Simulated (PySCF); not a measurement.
| atom | x (Å) | y (Å) | z (Å) |
| --- | --- | --- | --- |
| C | 3.3483 | 1.8253 | -0.5478 |
| C | 2.2773 | 0.8954 | -0.3781 |
| C | 1.3738 | 0.1041 | -0.2336 |
| P | 0.0939 | -1.0482 | -0.0397 |
| C | 0.7722 | -2.5864 | 0.6250 |
| C | -1.1597 | -0.4357 | 1.1282 |
| C | -1.7934 | 0.8952 | 0.7137 |
| C | -2.0147 | 0.9269 | -0.8057 |
| O | -2.4404 | -0.3274 | -1.2890 |
| H | 3.5618 | 2.3261 | 0.3959 |
| H | 3.0786 | 2.5723 | -1.2937 |
| H | 4.2432 | 1.2996 | -0.8801 |
| H | -0.4304 | -1.3224 | -1.2762 |
| H | 1.2086 | -2.4053 | 1.6077 |
| H | -0.0195 | -3.3309 | 0.7109 |
| H | 1.5462 | -2.9632 | -0.0435 |
| H | -1.9204 | -1.2208 | 1.1904 |
| H | -0.6772 | -0.3511 | 2.1074 |
| H | -2.7411 | 1.0100 | 1.2422 |
| H | -1.1519 | 1.7316 | 0.9898 |
| H | -1.0572 | 1.1276 | -1.3028 |
| H | -2.7107 | 1.7242 | -1.0778 |
| H | -3.3919 | -0.4199 | -1.1673 |

Geometry: GFN2-xTB.

All numbers below come from PBE0/pcSseg-1, SCF density, gas phase, non-relativistic in PySCF 2.14.0.

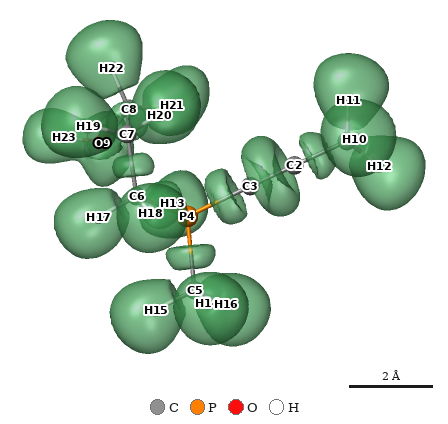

C7H14OP (charge +1). Isosurface of the electron localisation function at 0.75 (green), seen across its widest extent. Core shells and regions of very low density are left out.

Question: Identify the bonds, lone pairs and shells in this picture.

Answer: At this value the surface marks out four regions between bonded C–C atoms (shared pairs), three regions between bonded C–P atoms (shared pairs), 13 regions around hydrogen nuclei and one joined region spread over several atoms (H, O), in which their bonds and any lone pairs are merged. Profiles from the grid: C–C (1.21 Å): the ELF peaks at about 0.85 between the atoms: a multiple bond. C–O (1.41 Å): the ELF peaks at about 0.90 between the atoms; a shared but strongly polarised pair.
